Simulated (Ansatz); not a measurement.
H19NO8: several calculations on one system

Part 1: Relaxation

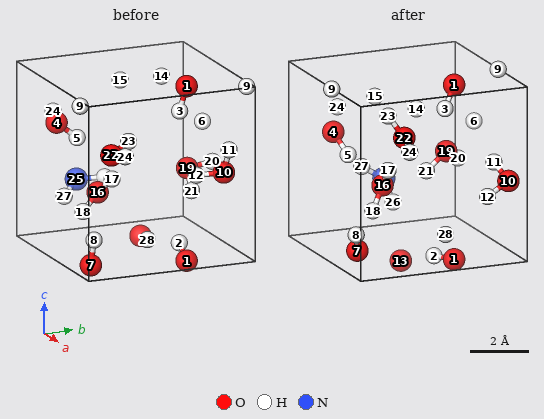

The structure of an amorphous cell of composition H$_{19}$NO$_{8}$ before (left) and after (right) a relaxation, at one scale.

Style: ball-and-stick. Shown: the cell of the calculation, slightly off an axis.

The cell holds 8 H2O + 1 NH3. The run prepares the start of a later molecular dynamics calculation, from a guessed geometry.

These are results of Ansatz, DFT PBE-D3(BJ), scalar-relativistic, plane waves, PAW, not measurements.

Input
```yaml
accuracy: low
crystal:
  lattice:
    - [6.308831, 0.0, 0.0]
    - [0.0, 6.308831, 0.0]
    - [0.0, 0.0, 6.308831]
  atoms:
    - { symbol: O, position: [0.8261873, 0.6625693, 0.9981247] }
    - { symbol: H, position: [0.6880974, 0.6786875, 1.0632508] }
    - { symbol: H, position: [0.7945888, 0.634252, 0.8505792] }
    - { symbol: O, position: [0.31471, 0.1032236, 0.7192496] }
    - { symbol: H, position: [0.3252182, 0.2222676, 0.6228747] }
    - { symbol: H, position: [0.311736, -0.0192841, 0.626767] }
    - { symbol: O, position: [0.7759452, 0.1089264, 0.0216464] }
    - { symbol: H, position: [0.8041541, 0.1160498, 0.1723896] }
    - { symbol: H, position: [0.874096, 0.002538, -0.0295196] }
    - { symbol: O, position: [0.8811277, 0.8623773, 0.4951438] }
    - { symbol: H, position: [0.9362961, 0.8700324, 0.6382097] }
    - { symbol: H, position: [0.8301435, 0.7181034, 0.4826677] }
    - { symbol: O, position: [0.375199, 0.5813251, 1.0322321] }
    - { symbol: H, position: [0.3904248, 0.7010842, 0.9373852] }
    - { symbol: H, position: [0.3741028, 0.4596794, 0.9385778] }
    - { symbol: O, position: [0.4121198, 0.3076472, 0.3220826] }
    - { symbol: H, position: [0.5214594, 0.3460942, 0.4227636] }
    - { symbol: H, position: [0.4746716, 0.1930779, 0.2412669] }
    - { symbol: O, position: [0.4947191, 0.809622, 0.4260754] }
    - { symbol: H, position: [0.4948, 0.9617427, 0.4467946] }
    - { symbol: H, position: [0.6116465, 0.7852125, 0.3296276] }
    - { symbol: O, position: [0.8558379, 0.1977962, 0.6612638] }
    - { symbol: H, position: [0.7918956, 0.328493, 0.7102508] }
    - { symbol: H, position: [1.0053148, 0.2161083, 0.6911188] }
    - { symbol: "N", position: [0.0190564, 0.3498788, 0.2903934] }
    - { symbol: H, position: [0.1118531, 0.4796681, 0.3131799] }
    - { symbol: H, position: [0.1151374, 0.2355276, 0.2298297] }
    - { symbol: H, position: [-0.0848559, 0.3884292, 0.1733813] }
basis:
  ecutwfc: 420.0
kpoints:
  mp_grid: { grid: [1, 1, 1] }
hamiltonian:
  xc: pbe
  dispersion: d3bj
scf:
  occupations: { method: fermi_dirac, width: 0.02 }
  lower_state_search: "off"
relax:
  f_tol: 0.3
  max_steps: 15
  adjacent_minimum: "off"
output:
  write_density: true
  write_potential: true
  elf: true
  volumetric_format: npy
```

Command:
```bash
ansatz run input.yaml --threads 1 --pin off --max-ram 3072MiB --backend cpu --events-out ev --progress --plain --runs-dir out
```

> What changed between the two?

The energy falls by 207 meV per atom in 14 geometry steps. Largest force component: 1 eV/Å at the start, 0.15 eV/Å at the end. The atom that moves furthest is H21 (1.47 Å along [−1 −2 1]). Largest moves by element: H 1.47 Å, N 1.26 Å, O 1.08 Å. The lattice vectors keep their values. Among the contacts that change: O10–H12 0.969 → 1.048 Å, O4–H6 0.969 → 1.001 Å, O13–H14 0.969 → 0.993 Å, N25–H28 1.017 → 1.026 Å. Among the angles between lasting bonds that change: H5–O4–H6 104.0° → 108.9°, H2–O1–H3 104.0° → 100.9°, H20–O19–H21 104.0° → 106.6°.

Limits of the set-up: the program's low-accuracy preset was used; the periodic images lie only 6.3 Å apart, so the values are limited by the cell's size.

Part 2: Dynamics

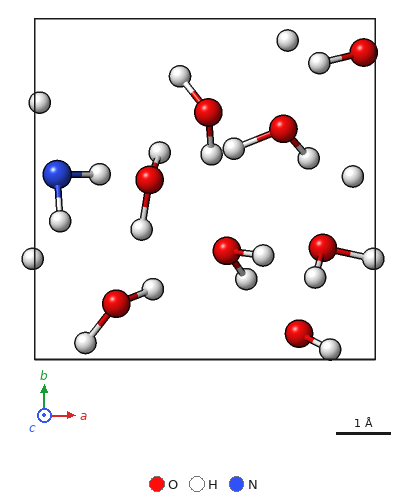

Starting frame of a dynamics run of a periodic cell with 8 H2O + 1 NH3 at 1.066 g/cm³. Style: ball-and-stick. Shown: the simulation cell, along the c axis.

These are results of DFT PBE-D3(BJ), scalar-relativistic, plane waves, PAW (Ansatz 0.2.0), not measurements.

Input
```yaml
accuracy: low
crystal:
  lattice:
    - [6.308831, 0.0, 0.0]
    - [0.0, 6.308831, 0.0]
    - [0.0, 0.0, 6.308831]
  atoms:
    - { symbol: O, position: [0.73057047, 0.67708083, 0.97914646] }
    - { symbol: H, position: [0.5849738, 0.61897403, 0.96877282] }
    - { symbol: H, position: [0.80463847, 0.59035866, 0.87208582] }
    - { symbol: O, position: [0.24001995, 0.1638204, 0.63989096] }
    - { symbol: H, position: [0.34730722, 0.20647472, 0.53262681] }
    - { symbol: H, position: [0.14947488, 0.0484829, 0.57916005] }
    - { symbol: O, position: [0.77631993, 0.07588205, 0.10892799] }
    - { symbol: H, position: [0.86761379, 0.0291776, 0.22832675] }
    - { symbol: H, position: [0.74279299, -0.06360405, 0.04170725] }
    - { symbol: O, position: [0.96617062, 0.90110686, 0.46433269] }
    - { symbol: H, position: [0.83612755, 0.87003885, 0.54255592] }
    - { symbol: H, position: [1.01511617, 0.75408497, 0.40462224] }
    - { symbol: O, position: [0.33769073, 0.52733302, 0.88653847] }
    - { symbol: H, position: [0.36736893, 0.60748493, 0.75445286] }
    - { symbol: H, position: [0.31411913, 0.3815003, 0.8381274] }
    - { symbol: O, position: [0.56454644, 0.31893293, 0.40019022] }
    - { symbol: H, position: [0.67104609, 0.30533286, 0.51506946] }
    - { symbol: H, position: [0.62156626, 0.23606555, 0.27879871] }
    - { symbol: O, position: [0.51006845, 0.72522252, 0.53628907] }
    - { symbol: H, position: [0.42690432, 0.8312379, 0.46361935] }
    - { symbol: H, position: [0.5195859, 0.60234536, 0.44016164] }
    - { symbol: O, position: [0.8464715, 0.32755551, 0.74449736] }
    - { symbol: H, position: [0.8236385, 0.24080226, 0.87363773] }
    - { symbol: H, position: [0.99442865, 0.2954949, 0.70446381] }
    - { symbol: "N", position: [0.06652142, 0.54302769, 0.28541366] }
    - { symbol: H, position: [0.19113068, 0.54374941, 0.18235899] }
    - { symbol: H, position: [0.07510396, 0.40590509, 0.37099732] }
    - { symbol: H, position: [-0.06563422, 0.53726155, 0.19083531] }
basis:
  ecutwfc: 420.0
kpoints:
  mp_grid: { grid: [1, 1, 1] }
hamiltonian:
  xc: pbe
  dispersion: d3bj
scf:
  occupations: { method: fermi_dirac, width: 0.02 }
  lower_state_search: "off"
md:
  timestep: 0.5
  n_steps: 300
  ensemble: nvt_langevin
  temperature: 250.0
  initial_velocities: maxwell_boltzmann
  seed: 447103
  friction: 0.02
```

Command:
```bash
ansatz run input.yaml --threads 1 --pin off --max-ram 3072MiB --backend cpu --events-out ev --progress --plain --runs-dir out
```

**What does the trajectory do?**

The mean temperature in the second half is 264 K (standard deviation 25 K). The potential energy in the second half lies on average 30.0 meV per atom above the first frame. Root-mean-square distances from the starting positions over the second half, with the common drift of all atoms taken out: H 0.39 Å, N 0.26 Å, O 0.25 Å. The heavy atoms stay within a fraction of a molecule's size of their starting places; so short a run doesn't tell a liquid from a solid.

Along the run (each row but the first and the last is the mean over the interval that it begins):

| time (fs) | potential energy (meV/atom) | T (K) |
| --- | --- | --- |
| 0.0 | 0.0 | 241 |
| 15.0 | 15.5 | 148 |
| 30.0 | 13.6 | 189 |
| 45.0 | 22.0 | 208 |
| 60.0 | 25.7 | 255 |
| 75.0 | 30.7 | 261 |
| 90.0 | 32.5 | 269 |
| 105.0 | 32.6 | 257 |
| 120.0 | 27.9 | 265 |
| 135.0 | 26.3 | 268 |
| 150.0 | 29.2 | 272 |

The paths of the atoms:

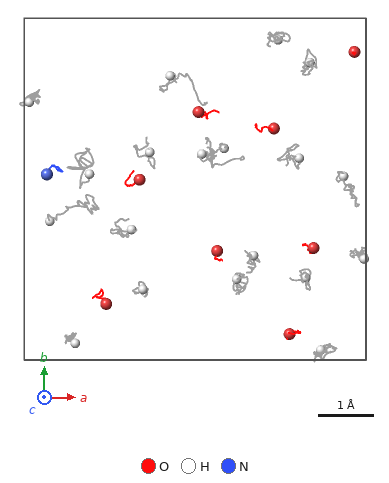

Limits of the set-up: the program's low-accuracy preset was used; the periodic images lie only 6.3 Å apart, so the values are limited by the cell's size.

The run took 7.2 min on 1 thread of Arm Neoverse V1 (shared host), peak memory 0.39 GiB.

Part 3: Dynamics

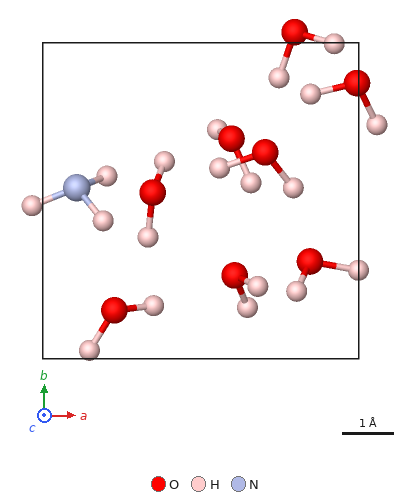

Starting frame of a dynamics run of a periodic cell with 8 H2O + 1 NH3 at 1.066 g/cm³. It starts from the last geometry of an earlier run, with fresh velocities. Style: ball-and-stick. Shown: the simulation cell, along the c axis.

The calculation used DFT PBE-D3(BJ), scalar-relativistic, plane waves, PAW in Ansatz.

The input:
```yaml
accuracy: low
crystal:
  lattice:
    - [6.308831, 0.0, 0.0]
    - [0.0, 6.308831, 0.0]
    - [0.0, 0.0, 6.308831]
  atoms:
    - { symbol: O, position: [0.69982489, 0.64920813, 1.03808422] }
    - { symbol: H, position: [0.55561311, 0.59947762, 0.98684376] }
    - { symbol: H, position: [0.78872404, 0.5368665, 0.96179089] }
    - { symbol: O, position: [0.22261099, 0.14944179, 0.62531019] }
    - { symbol: H, position: [0.34673945, 0.16402513, 0.54423126] }
    - { symbol: H, position: [0.14367207, 0.02262654, 0.58089509] }
    - { symbol: O, position: [0.79309944, 0.02963298, 0.12501035] }
    - { symbol: H, position: [0.9183315, -0.00711184, 0.21774311] }
    - { symbol: H, position: [0.74357506, -0.11486093, 0.07363832] }
    - { symbol: O, position: [0.9902832, 0.86839056, 0.48618867] }
    - { symbol: H, position: [0.84372674, 0.83342473, 0.5088452] }
    - { symbol: H, position: [1.05345101, 0.73654233, 0.39877808] }
    - { symbol: O, position: [0.3438211, 0.52203701, 0.8564049] }
    - { symbol: H, position: [0.38093546, 0.62013005, 0.74065354] }
    - { symbol: H, position: [0.32897221, 0.38096978, 0.7979236] }
    - { symbol: O, position: [0.60327293, 0.25985027, 0.41200415] }
    - { symbol: H, position: [0.67645241, 0.22502375, 0.54679077] }
    - { symbol: H, position: [0.6436659, 0.1583551, 0.30052495] }
    - { symbol: O, position: [0.59314565, 0.69256211, 0.52965452] }
    - { symbol: H, position: [0.54880334, 0.72115163, 0.38016773] }
    - { symbol: H, position: [0.65482963, 0.55285619, 0.51584844] }
    - { symbol: O, position: [0.84148083, 0.30393877, 0.78853444] }
    - { symbol: H, position: [0.79954592, 0.20962096, 0.90591976] }
    - { symbol: H, position: [0.99494858, 0.2761131, 0.74801692] }
    - { symbol: "N", position: [0.10350011, 0.5371901, 0.25827465] }
    - { symbol: H, position: [0.19899594, 0.57410414, 0.12895747] }
    - { symbol: H, position: [0.18722248, 0.43247955, 0.34305144] }
    - { symbol: H, position: [-0.03792683, 0.48043088, 0.22363428] }
basis:
  ecutwfc: 420.0
kpoints:
  mp_grid: { grid: [1, 1, 1] }
hamiltonian:
  xc: pbe
  dispersion: d3bj
scf:
  occupations: { method: fermi_dirac, width: 0.02 }
  lower_state_search: "off"
md:
  timestep: 0.75
  n_steps: 400
  ensemble: nvt_nose_hoover
  temperature: 250.0
  initial_velocities: maxwell_boltzmann
  seed: 458070
  nose_hoover: { tau: 200.0, chain_length: 3 }
```

Launched with:
```bash
ansatz run input.yaml --threads 1 --pin off --max-ram 3072MiB --backend cpu --events-out ev --progress --plain --runs-dir out
```

What does the trajectory do?

Over the second half the temperature averages 251 K (spread ±28 K). The potential energy in the second half lies on average 0.7 meV per atom below the first frame. In the second half of the run the atoms are, in the root-mean-square, this far from where they began (common drift taken out): H 0.47 Å, O 0.38 Å, N 0.30 Å. The heavy atoms stay within a fraction of a molecule's size of their starting places; so short a run doesn't tell a liquid from a solid.

Along the run (each row but the first and the last is the mean over the interval that it begins):

```json
{"time (fs)": "0.0", "potential energy (meV/atom)": "0.0", "T (K)": "250"}
{"time (fs)": "37.5", "potential energy (meV/atom)": "-1.0", "T (K)": "257"}
{"time (fs)": "75.0", "potential energy (meV/atom)": "1.2", "T (K)": "237"}
{"time (fs)": "112.5", "potential energy (meV/atom)": "1.8", "T (K)": "231"}
{"time (fs)": "150.0", "potential energy (meV/atom)": "-1.4", "T (K)": "257"}
{"time (fs)": "187.5", "potential energy (meV/atom)": "-1.6", "T (K)": "259"}
{"time (fs)": "225.0", "potential energy (meV/atom)": "-1.3", "T (K)": "255"}
{"time (fs)": "262.5", "potential energy (meV/atom)": "1.5", "T (K)": "232"}
{"time (fs)": "300.0", "potential energy (meV/atom)": "2.2", "T (K)": "227"}
```

The paths of the atoms:

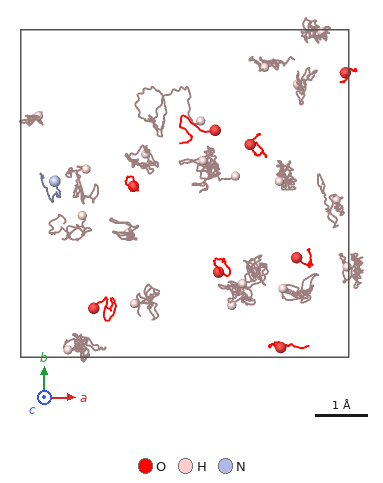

Limits of the set-up: the program's low-accuracy preset was used; the periodic images lie only 6.3 Å apart, so the values are limited by the cell's size.
